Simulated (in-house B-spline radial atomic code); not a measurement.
# RPA and GW calculation for Ga²⁺

Ga²⁺, configuration [Ar] 3d10 4s1. Computed at this level: RPA, second-order and SOSEX correlation energies and G0W0 (contour deformation) on a non-relativistic mean field, all electrons, B-spline basis (in-house B-spline radial atomic code).

### Results in brief

```tsv
quantity	value
outcome	converged
mean-field total energy	−1923.85250 hartree
total energy with exact exchange alone	−1922.37150 hartree
exact exchange energy	−73.08280 hartree
RPA correlation, extrapolated in the angular momentum of the empty orbitals	−2.11391 hartree
RPA correlation, as summed	−2.08953 hartree
direct second-order term	−2.50278 hartree
second-order exchange term	0.72630 hartree
SOSEX term	0.65784 hartree
hardware	1 CPU thread, shared host
wall time	5.8 s
```

### Remarks

Limits: relativity is absent.

### Input file
```
Z = 31
electrons = 29.0
configuration = [Ar] 3d10 4s1
hamiltonian = nr
method = r2scan0
lmax = 9
spin_polarised = True
box_radius = 17.55
intervals = 52
ion_configuration = [Ar] 3d10
```

Launched within a batch (the task file carries these settings):
```bash
python <driver script> task.json out
```

The program writes its results to a structured record and prints no log; tables and figures of this report are taken from that record.

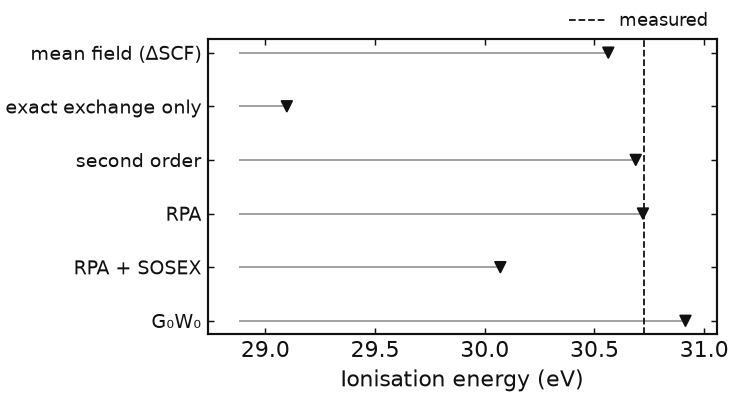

Fig. 1: The ionisation energy of Ga²⁺ ([Ar] 3d¹⁰ 4s → [Ar] 3d¹⁰) across levels of theory. All-electron spherical atom, non-relativistic, r2SCAN0 start, no spin-orbit coupling, Breit or QED terms; computed with a B-spline radial code. Differences of total energies, each species on its own start, beside the G₀W₀ level. The values run from 29.10 eV (exact exchange only) to 30.91 eV (G₀W₀). The measured value is 30.73 eV; nearest to it come RPA (−0.00) and second order (−0.04), furthest exact exchange only (−1.63 eV).

| Method | Ionisation energy (eV) |
| --- | --- |
| mean field (ΔSCF) | 30.56 |
| exact exchange only | 29.10 |
| second order | 30.69 |
| RPA | 30.72 |
| RPA + SOSEX | 30.07 |
| G₀W₀ | 30.91 |

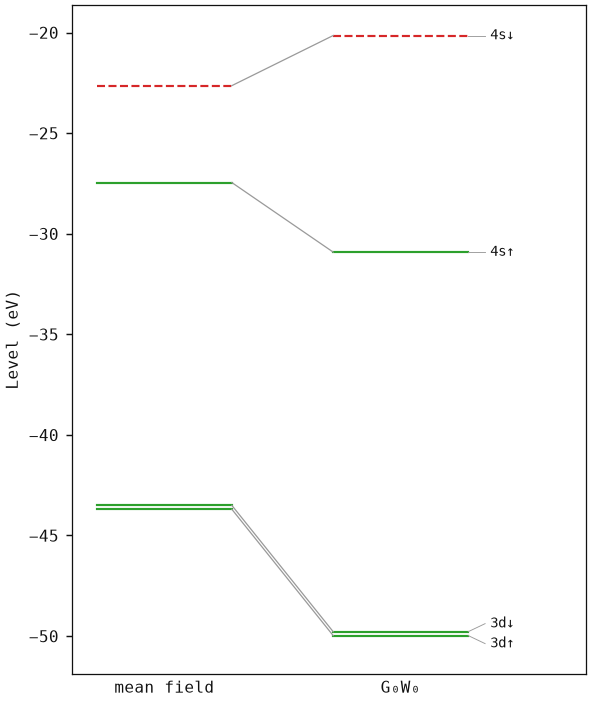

Fig. 2: Mean-field and G₀W₀ levels (solid occupied, dashed empty) for Ga²⁺ ([Ar] 3d¹⁰ 4s). The quasi-particle equation is solved at full frequency; levels of low quasi-particle weight Z are left out. Σ columns are in eV, and Σc holds an estimate for the angular momenta beyond the basis. G₀W₀ moves the highest occupied level, 4s↑, from −27.46 to −30.91 eV (renormalisation factor Z = 0.96); the measured removal energy is 30.73 eV, so the error is +0.19 eV. The empty level 4s↓ goes from −22.64 to −20.15 eV.

```tsv
Level	Mean field (eV)	Σx − vxc (eV)	Σc (eV)	Z	G₀W₀ (eV)
4s↓	−22.64	4.66	−2.17	0.95	−20.15
4s↑	−27.46	−2.00	−1.45	0.96	−30.91
3d↓	−43.51	−9.30	3.03	0.90	−49.78
3d↑	−43.70	−9.19	2.92	0.85	−49.98
```
